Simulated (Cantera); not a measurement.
A closed system holds: 1 mol SiH₂Cl₂, 4.1 mol H₂, held at 0.0230 bar.

Equilibrium computed with Cantera from the NASA thermochemical tables; the gas is ideal and each condensed phase is pure. Candidate condensed phases: Si; 19 gas species. The tables' values for SiCl₃, SiCl are old estimates; treat these amounts as uncertain. Gases not in the tables: Si₂H₆ and higher silanes. Kinetics and transport are ignored.

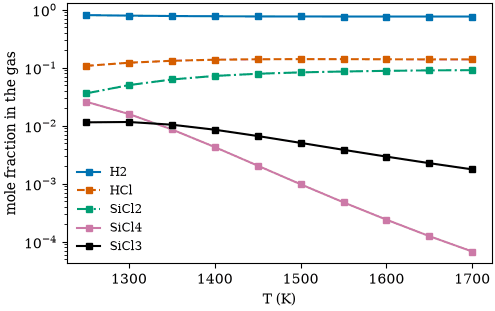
Figure: Equilibrium gas composition (values under 1e-9 drawn at 1e-9)

From 1250 K to 1650 K the condensed part is Si(s). At 1700 K the condensed part is Si(l). The main Si-bearing gas is SiCl₂ throughout. The share of Si in condensed phases is highest at 1250 K (52.4 %) and lowest at 1700 K (43.1 %).
